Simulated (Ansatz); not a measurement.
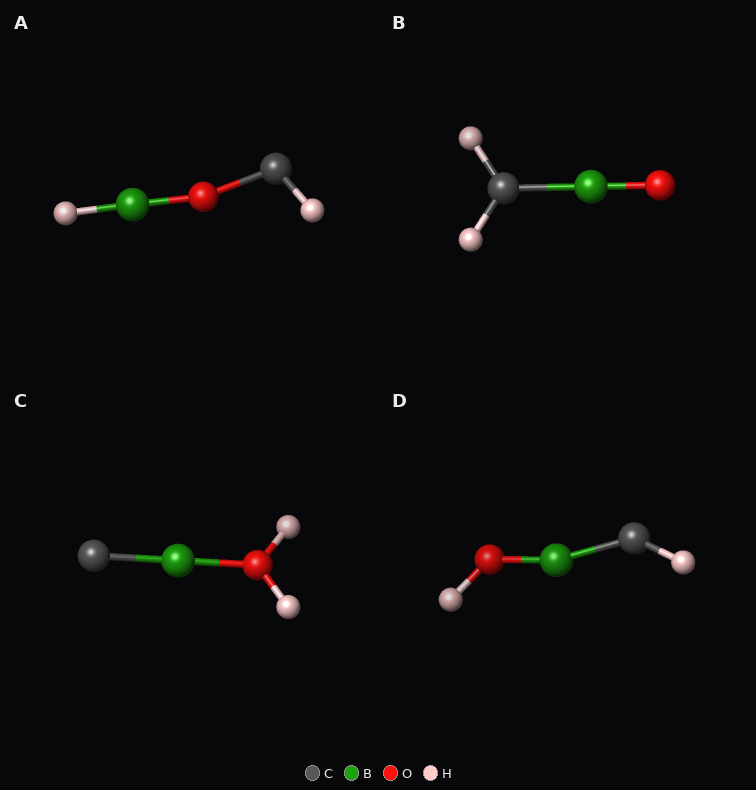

4 stationary structures of one formula. Charge +1, singlet. Geometries: PBE0-D4/def2-TZVP. Electronic energies: RHF-CCSD(T) (frozen core)/def2-TZVPP (Ansatz 0.2.0), without zero-point energy. No frequency run is at hand to confirm each as a minimum.

Question: Rank them by energy, lowest first.

Answer: B is lowest; D lies 1.026 eV above it, A lies 1.618 eV above it, C lies 4.408 eV above it.
